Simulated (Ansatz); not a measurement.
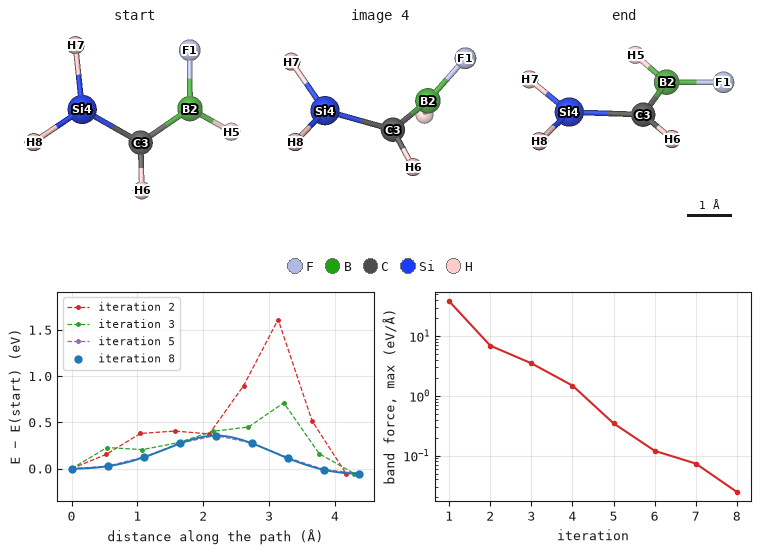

A search for the minimum-energy path of CH₄BFSi by the nudged elastic band. Images are numbered from 0 (start) to 8 (end). The plot follows the band through its iterations. The picture is a ball-and-stick view, seen at a tilt.

Method: Ansatz, RKS PBE-D4/def2-SVP. Run with 7 movable images; climbing image; force threshold 0.05 eV/Å; iteration limit 60; starting path through a guess of the saddle point.

### Did the band converge, and can the barrier be trusted?

The result is final at these settings. The band converged in 8 iterations. The largest component of the band force went from 38 to 0.025 eV/Å. The climbing image converged on the top of the path. Its vibrational analysis gives one imaginary mode (258i cm⁻¹), as a transition state must have. The first iteration put the highest image at 9.48 eV. Forward barrier 0.36 eV, backward barrier 0.41 eV, with image 4 at the top; the reaction energy is −0.05 eV.

The run took 96 s on 1 thread of Arm Neoverse V2 (shared host), peak memory 0.14 GiB.
